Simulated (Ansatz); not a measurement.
**Cu3Pt: response to strain**

Aim: deform Cu3Pt (equal xy, yz and zx engineering shear strains of -1 %) and compute stress, forces and field gradients with LAPW, PAW and all-electron datasets made for the crystal.

Computed with Ansatz 0.2.0 (DFT LDA, scalar-relativistic, unless a step's input says otherwise).

### Step 1. The system as given

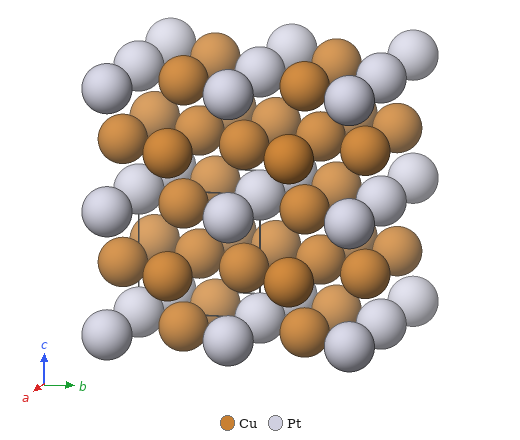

Start, viewed slightly off an axis; copper orange, platinum light grey. 2×2×2 cells are drawn. Atoms on the faces are drawn again on the opposite ones.

Structure file:

```
CELL_PARAMETERS angstrom
3.71000 0.00000 0.00000
0.00000 3.71000 0.00000
0.00000 0.00000 3.71000
ATOMIC_POSITIONS crystal
Cu 0.00000 0.50000 0.50000
Cu 0.50000 0.00000 0.50000
Cu 0.50000 0.50000 0.00000
Pt 0.00000 0.00000 0.00000
```

Atoms are numbered in the order of the input: Cu1, Cu2, Cu3, Pt4.

### Step 2. The deformed structure

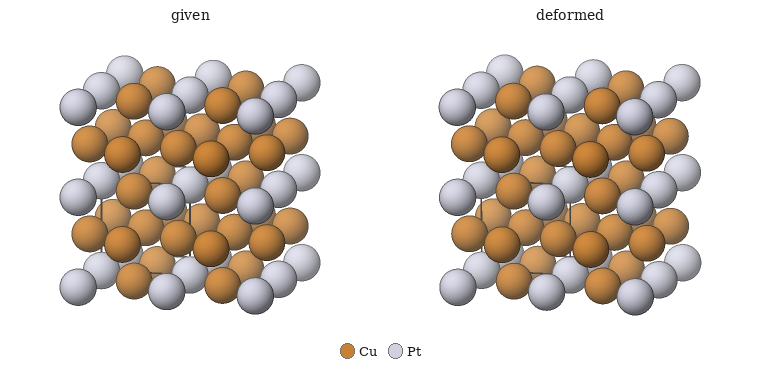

Given and deformed, at one scale.

Space group Pm-3m before, R-3m after.

### Step 3. All-electron LAPW

Contents of input.yaml:

```yaml
crystal:
  lattice:
    - [3.71, -0.01855, -0.01855]
    - [-0.01855, 3.71, -0.01855]
    - [-0.01855, -0.01855, 3.71]
  atoms:
    - { symbol: Cu, position: [0.0, 0.5, 0.5] }
    - { symbol: Cu, position: [0.5, 0.0, 0.5] }
    - { symbol: Cu, position: [0.5, 0.5, 0.0] }
    - { symbol: Pt, position: [0.0, 0.0, 0.0] }
kpoints:
  mp_grid: { grid: [9, 9, 9] }
  band_path:
    path:
      - [0.0, 0.0, 0.0]
      - [0.5, 0.0, 0.0]
      - [0.5, -0.5, 0.5]
      - [0.4901240068, -0.5098759932, 0.4901240068]
      - [0.4901240068, 0.4901240068, 0.4901240068]
      - [0.0, 0.0, 0.0]
      - [0.5, -0.5, 0.0]
    npoints: 5
scf:
  occupations: { method: fermi_dirac, width: 0.05 }
hamiltonian:
  xc: lda
  pseudopotentials: { kind: all_electron, lapw: { basis_error: 0.001 } }
output:
  forces: true
  stress: true
  eigenvalues: true
```

Command:

```sh
> ansatz run input.yaml --threads 1 --pin off --max-ram 4096MiB --backend cpu --events-out ev --progress --plain --runs-dir out
```

Output, cut to the lines that bear on the results:

```text
LAPW: plane waves up to 8.812 Å⁻¹, error target 1.0e-3 eV per atom; small_component_spin mean_spin; Cu in spheres of 1.276 Å, 19 of its electrons in bands, Dirac shells []; Pt in spheres of 1.334 Å, 42 of its electrons in bands, Dirac shells []
[...]
Pseudopotentials: kind: all_electron
Pseudopotential: Cu, LAPW, valence charge 19, Koelling and Harmon's equation, gaussian nucleus
Pseudopotential: Pt, LAPW, valence charge 42, Koelling and Harmon's equation, gaussian nucleus
Functional definition: SPW92
[...]
Crystal: 4 atoms, lattice volume = 51.061 Å³
Basis set: ecut = 295.8197838003789 eV, 611 PW (Γ), exchange–correlation at level 2
Bands: 60, of which v1, the nominal top of the filled ones, is band 50 counted from 1 (49 counted from 0)
Symmetry: 12 space group operations
Space group: R-3m (ITA 166), of the structure as read, at distance tolerance 3.7e-5 Å
k-points: 85 of 729
[...]
SCF iter   1: F=—  HF=-635577.987307 eV  |F-HF|=—  |Δ(HF+E_count)|=         —  Δρ=5.03e-2  dr2=1.11e0  ethr=1.12e-3  ⟨swp⟩=2.0  Hψ=33577  notcnv=0
[...]
SCF iter  11: F=-635574.654642 eV  HF=-635574.654642 eV  |F-HF|=8.92e-8  |Δ(HF+E_count)|=   1.28e-7  Δρ=9.11e-6  dr2=5.80e-8  ethr=3.18e-10  ⟨swp⟩=2.0  Hψ=14663  notcnv=0
[...]
NSCF: frozen V_eff on 31 k-points
SCF converged after 11 iterations
Free energy (F): -635574.654642 eV
[...]
E sigma→0 (E₀):  -635574.647362 eV
Entropy (-TS):   -0.014560 eV (-3.640 meV/atom)
Fermi energy:    19.242280 eV
[...]
--- Forces (eV/Å), atoms counted from 1 ---
  atom   1  Cu     0.00000000    -0.00000000     0.00000000
  atom   2  Cu    -0.00000000    -0.00000000    -0.00000000
  atom   3  Cu    -0.00000000     0.00000000     0.00000000
  atom   4  Pt    -0.00000000     0.00000000    -0.00000000
[...]
--- Stress (GPa, compression-positive) ---
      -12.059598       0.687348       0.687348
        0.687348     -12.059598       0.687348
        0.687348       0.687348     -12.059598
  P = ⅓ Tr σ = -12.0596 GPa (-120.596 kbar)
--- Band table (eV; the first three rows and the last of 85) ---
[...]
```

It took 1.7 min on 1 thread of Arm Neoverse V2, shared host; peak memory 0.89 GiB.

This run gives: pressure -12.06 GPa; no gap.

### Step 4. PAW with frozen cores

Contents of input.yaml:

```yaml
crystal:
  lattice:
    - [3.71, -0.01855, -0.01855]
    - [-0.01855, 3.71, -0.01855]
    - [-0.01855, -0.01855, 3.71]
  atoms:
    - { symbol: Cu, position: [0.0, 0.5, 0.5] }
    - { symbol: Cu, position: [0.5, 0.0, 0.5] }
    - { symbol: Cu, position: [0.5, 0.5, 0.0] }
    - { symbol: Pt, position: [0.0, 0.0, 0.0] }
kpoints:
  mp_grid: { grid: [9, 9, 9] }
scf:
  occupations: { method: fermi_dirac, width: 0.05 }
hamiltonian:
  xc: lda
  pseudopotentials: { kind: paw }
output:
  forces: true
  stress: true
  eigenvalues: true
  efg: { contact_densities: true }
  write_density: true
  write_potential: true
  elf: true
  volumetric_format: npy
```

Command:

```sh
> ansatz run input.yaml --threads 1 --pin off --max-ram 4096MiB --backend cpu --events-out ev --progress --plain --runs-dir out
```

Output, cut to the lines that bear on the results:

```text
Pt: output.efg is read without spin–orbit coupling, which moves field gradients at and beside such atoms by some per cent and up to a factor of two; PAW files take it under magnetization.noncollinear and magnetization.spin_orbit
[...]
Pseudopotentials: kind: paw
Pseudopotential: Cu, paw, valence charge 19, recommended cutoff 420 eV (normal)
Pseudopotential: Pt, paw, valence charge 18, recommended cutoff 420 eV (normal)
Functional definition: SPW92
[...]
Crystal: 4 atoms, lattice volume = 51.061 Å³
Basis set: ecut = 420 eV, 1009 PW (Γ)
Bands: 45, of which v1, the nominal top of the filled ones, is band 38 counted from 1 (37 counted from 0)
Symmetry: 12 space group operations
Space group: R-3m (ITA 166), of the structure as read, at distance tolerance 3.7e-5 Å
k-points: 85 of 729
[...]
--- Stress (GPa, compression-positive) ---
      -12.039790       0.688782       0.688782
        0.688782     -12.039790       0.688782
        0.688782       0.688782     -12.039790
  P = ⅓ Tr σ = -12.0398 GPa (-120.398 kbar)
--- PAW observables at the nuclei: V_zz in 10²¹ V/m², potentials from the cell's mean, atoms counted from 1 ---
  atom   1  Cu V_zz =    +2.531281   η = 0.0875   by run symmetry: allowed
            electrostatic potential = -3764.738670 V   contact ρ = 146777.258701 e/Å³
  atom   2  Cu V_zz =    +2.531281   η = 0.0875   by run symmetry: allowed
            electrostatic potential = -3764.738670 V   contact ρ = 146777.258701 e/Å³
  atom   3  Cu V_zz =    +2.531281   η = 0.0875   by run symmetry: allowed
            electrostatic potential = -3764.738670 V   contact ρ = 146777.258701 e/Å³
  atom   4  Pt V_zz =    -0.161040   η = 0.0000   by run symmetry: allowed
            electrostatic potential = -16120.519440 V   contact ρ = 12038599.161746 e/Å³
--- Band table (eV; the first three rows and the last of 85) ---
[...]
```

Wall time 12 s (1 thread of Arm Neoverse V2, shared host); peak memory 0.48 GiB.

In short: pressure -12.04 GPa; no gap; Vzz Cu1 2.53 (η = 0.09), Pt4 -0.16 (η = 0.00) (10²¹ V/m²).

The fields are shown in the conventional cell of this run's space group, carried over from its grid by interpolation.

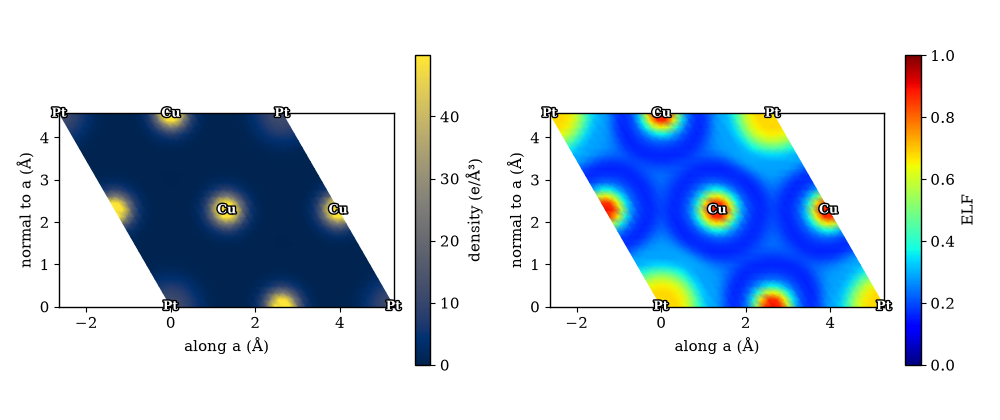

Density (left) and ELF (right) in a lattice plane of the grid's cell (edges 5.27 and 5.27 Å, at 0.000 of the third edge), which holds Cu and Pt. Only atoms in the plane are labelled; the density scale stops at 49.86 e/Å³. Both are smooth fields of the valence electrons: close to the nuclei they are not physical.

### Step 5. All-electron PAW on datasets made for the crystal

Edit input.yaml of step 4 so:

```diff
@@ -16,3 +16,3 @@
   xc: lda
-  pseudopotentials: { kind: paw }
+  pseudopotentials: { kind: all_electron, datasets: crystal }
 output:
@@ -22,5 +22 @@
   efg: { contact_densities: true }
-  write_density: true
-  write_potential: true
-  elf: true
-  volumetric_format: npy
```

Command:

```sh
> ansatz run input.yaml --threads 1 --pin off --max-ram 4096MiB --backend cpu --events-out ev --progress --plain --runs-dir out
```

Output, cut to the lines that bear on the results:

```text
[...]
Pt: output.efg is read without spin–orbit coupling, which moves field gradients at and beside such atoms by some per cent and up to a factor of two; PAW files take it under magnetization.noncollinear and magnetization.spin_orbit
[...]
Pseudopotentials: kind: all_electron
Pseudopotential: Cu, paw, valence charge 19, recommended cutoff 300 eV (normal), Koelling and Harmon's equation, gaussian nucleus
Pseudopotential: Pt, paw, valence charge 18, recommended cutoff 300 eV (normal), Koelling and Harmon's equation, gaussian nucleus
Functional definition: SPW92
[...]
Crystal: 4 atoms, lattice volume = 51.061 Å³
Basis set: ecut = 300 eV, 617 PW (Γ)
Bands: 26, of which v1, the nominal top of the filled ones, is band 22 counted from 1 (21 counted from 0)
Symmetry: 12 space group operations
Space group: R-3m (ITA 166), of the structure as read, at distance tolerance 3.7e-5 Å
[...]
        0.686944     -12.062113       0.686944
        0.686944       0.686944     -12.062113
  P = ⅓ Tr σ = -12.0621 GPa (-120.621 kbar)
  It holds what live shells' own plane waves past their cutoff add
--- PAW observables at the nuclei: V_zz in 10²¹ V/m², potentials from the cell's mean, atoms counted from 1 ---
  atom   1  Cu V_zz =    +2.537562   η = 0.0840   by run symmetry: allowed
            electrostatic potential = -3761.694774 V   contact ρ = 146846.482970 e/Å³
  atom   2  Cu V_zz =    +2.537562   η = 0.0840   by run symmetry: allowed
            electrostatic potential = -3761.694774 V   contact ρ = 146846.482970 e/Å³
  atom   3  Cu V_zz =    +2.537562   η = 0.0840   by run symmetry: allowed
            electrostatic potential = -3761.694774 V   contact ρ = 146846.482970 e/Å³
  atom   4  Pt V_zz =    -0.168152   η = 0.0000   by run symmetry: allowed
            electrostatic potential = -16114.097663 V   contact ρ = 12031238.238479 e/Å³
--- Band table (eV; the first three rows and the last of 85) ---
[... band rows left out ...]
[...]
```

Wall time 31 s (1 thread of Arm Neoverse V2, shared host); peak memory 0.91 GiB.

This run gives: pressure -12.06 GPa; no gap; Vzz Cu1 2.54 (η = 0.08), Pt4 -0.17 (η = 0.00) (10²¹ V/m²).

### Step 6. Side by side

Stress (GPa, compression positive):

```tsv
method	xx	yy	zz	yz	xz	xy
LAPW	-12.06	-12.06	-12.06	0.69	0.69	0.69
PAW	-12.04	-12.04	-12.04	0.69	0.69	0.69
crystal datasets	-12.06	-12.06	-12.06	0.69	0.69	0.69
```

```
          method  pressure (GPa)  Vzz Cu1 (10²¹ V/m²)  Vzz Pt4 (10²¹ V/m²)  SCF cycles, by the record's count
            LAPW          -12.06                    –                    –                                 11
             PAW          -12.04                 2.53                -0.16                                  7
crystal datasets          -12.06                 2.54                -0.17                                 12
```

### Step 7. What came out

| quantity | value |
| --- | --- |
| pressure | LAPW -12.06, PAW -12.04, crystal datasets -12.06 GPa |
| largest shear or deviatoric stress (LAPW) | 0.69 GPa |

The largest part of the stress beyond the pressure is 0.69 GPa in size; the atoms are carried along and not relaxed. No run of the undeformed cell stands beside it, so pressure and stress hold what the given cell had before the change, as far as its symmetry allows. PAW: stress within 0.02 GPa of LAPW. Crystal datasets: stress within 0.01 GPa of LAPW. Spin-orbit coupling is left out, though the cell holds Pt; in elements this heavy it can shift bands and gaps by tenths of an eV.
